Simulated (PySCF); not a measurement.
# C7H9Si (charge +1): what the fields show

```json
{"atom": "C", "x (Å)": "-0.8112", "y (Å)": "-2.1590", "z (Å)": "-1.7850"}
{"atom": "C", "x (Å)": "-0.1657", "y (Å)": "-1.0084", "z (Å)": "-1.7782"}
{"atom": "C", "x (Å)": "0.0482", "y (Å)": "-0.1941", "z (Å)": "-0.5533"}
{"atom": "C", "x (Å)": "-0.8331", "y (Å)": "0.7791", "z (Å)": "-0.2471"}
{"atom": "C", "x (Å)": "-0.8052", "y (Å)": "1.7104", "z (Å)": "0.9260"}
{"atom": "Si", "x (Å)": "0.6561", "y (Å)": "1.4328", "z (Å)": "2.0837"}
{"atom": "C", "x (Å)": "1.6356", "y (Å)": "0.0538", "z (Å)": "1.3774"}
{"atom": "C", "x (Å)": "1.2171", "y (Å)": "-0.5306", "z (Å)": "0.2210"}
{"atom": "H", "x (Å)": "-0.9411", "y (Å)": "-2.7266", "z (Å)": "-2.6891"}
{"atom": "H", "x (Å)": "-1.2392", "y (Å)": "-2.5784", "z (Å)": "-0.8893"}
{"atom": "H", "x (Å)": "0.2600", "y (Å)": "-0.5989", "z (Å)": "-2.6846"}
{"atom": "H", "x (Å)": "-1.6725", "y (Å)": "0.9254", "z (Å)": "-0.9141"}
{"atom": "H", "x (Å)": "-0.8207", "y (Å)": "2.7355", "z (Å)": "0.5359"}
{"atom": "H", "x (Å)": "-1.7631", "y (Å)": "1.6138", "z (Å)": "1.4512"}
{"atom": "H", "x (Å)": "0.8911", "y (Å)": "2.2087", "z (Å)": "3.2857"}
{"atom": "H", "x (Å)": "2.5390", "y (Å)": "-0.3179", "z (Å)": "1.8448"}
{"atom": "H", "x (Å)": "1.8047", "y (Å)": "-1.3455", "z (Å)": "-0.1850"}
```

Geometry: GFN2-xTB.

Level of theory: PySCF, PBE0/pcSseg-1, SCF density, gas phase, non-relativistic.

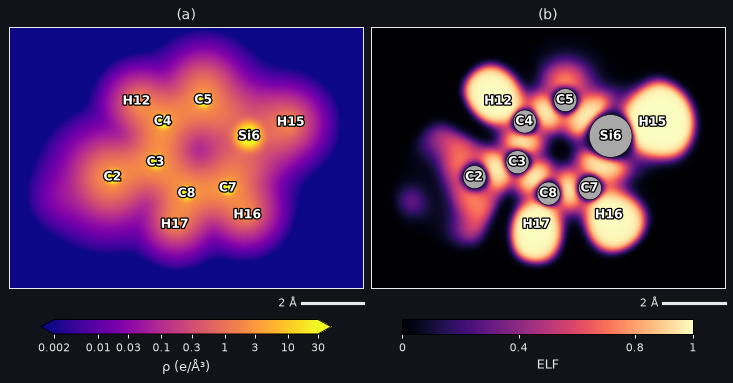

Figure 1. (a) electron density; (b) ELF on the plane of atoms Si6, C7 and C8. Grey discs cover the atomic cores in the ELF map.

> What do the fields say about this system?

- Atoms in the plane: C, Si and H.
- C–C (1.35 Å): ρ is about 2.2 e/Å³ halfway; the ELF peaks at about 0.95 between the atoms; localised, covalent bonding.
- C–Si (1.83 Å): the density is about 1 e/Å³ at the midpoint; the ELF peaks at about 0.95 between the atoms; a covalent bond.
- C–H (1.08 Å): ρ at the midpoint is about 2.1 e/Å³; the ELF climbs to about 1 towards the hydrogen, as it does in any bond to H; a covalent bond by its length.
- C–C (1.36 Å): ρ is about 2.2 e/Å³ halfway; the ELF peaks at about 0.95 between the atoms: localised, covalent bonding.
- C–C (1.44 Å): ρ is about 1.9 e/Å³ halfway; the ELF peaks at about 0.95 between the atoms (a covalent bond).

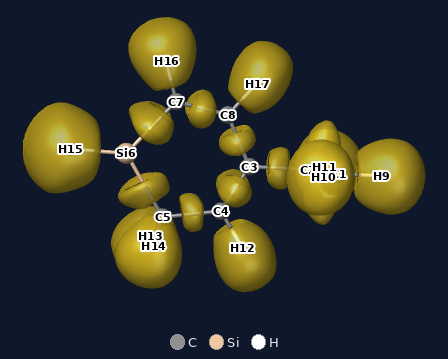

Figure 2. Isosurface of the ELF at 0.75 (yellow), seen across its widest extent. Only the valence region is drawn (cores and ρ < 0.01 e/Å³ removed).

> Identify the bonds, lone pairs and shells in this picture.

At this value the surface marks out six regions between bonded C–C atoms (shared pairs), two regions between bonded C–Si atoms (shared pairs) and nine regions around hydrogen nuclei.


C–C (1.32 Å): the ELF peaks at about 0.90 between the atoms (a multiple bond).
